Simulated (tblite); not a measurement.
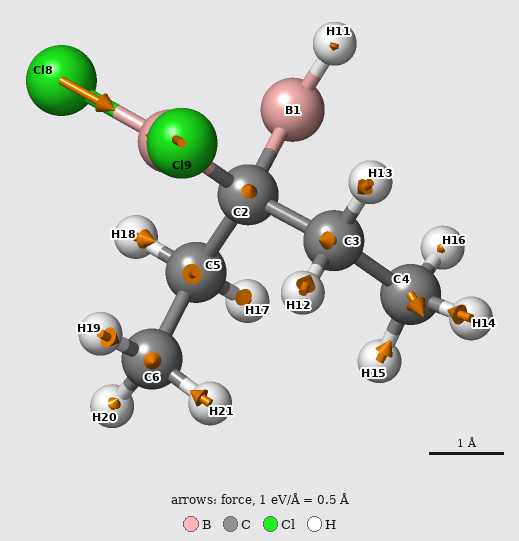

Starting geometry of C5H12B2Cl2 with the computed forces as orange arrows. The picture is a ball-and-stick view, seen face on.

These are results of GFN2-xTB geometry optimisation, gas phase (tblite), not measurements. 

What follows when this structure is relaxed?

It isn't relaxed: the largest force vector, on a Cl atom, is 1.99 eV/Å. The final displacements have little in common with the starting forces (cosine between the two patterns 0.28). The largest move after the best rigid fit is that of a Cl atom, 0.64 Å. By element the largest moves are Cl 0.64 Å, H 0.55 Å, B 0.09 Å, C 0.08 Å. Near-neighbour distances that change, for instance: B–Cl 1.854 → 1.720 Å, C–C 1.581 → 1.549 Å, C–H 1.116 → 1.090 Å, B–C 1.609 → 1.588 Å. Bond angles that change, for instance: B–C–B 105.8° → 100.5°, B–C–C 108.5° → 111.2°, H–C–H 105.2° → 107.3°. Groups turn about B–C by about 25°, B–C by about 20°. The energy falls by 0.460 eV in 81 geometry steps. The run took 1.4 s on 1 thread of Arm Neoverse N1 (shared host).
